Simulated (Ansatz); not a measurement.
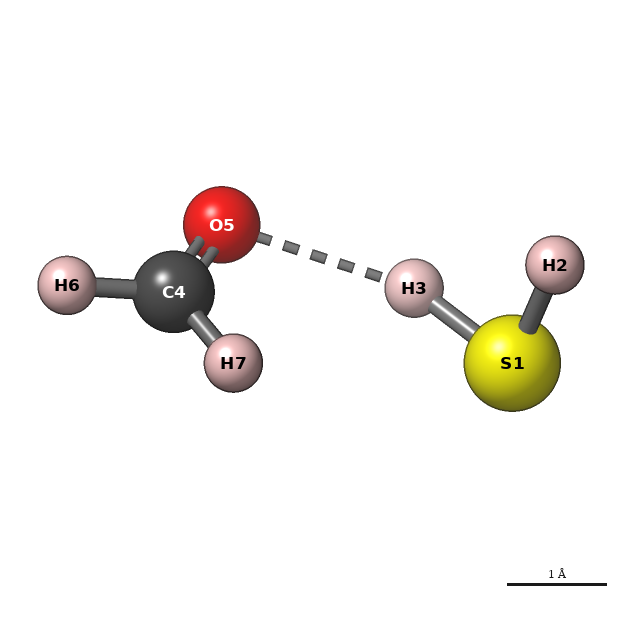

(Drawn from a calculation with Ansatz.)

Broken lines mark hydrogen bonds. Geometry: a pair of rigid molecules at a changed separation.

Tabulate the hydrogen bonds (donors O, N, F, S, Cl) with their geometry.

```
   D–H···A  D–H (Å)  H···A (Å)  angle (°)            kind
S1–H3···O5     1.35       2.05        152  intermolecular
```
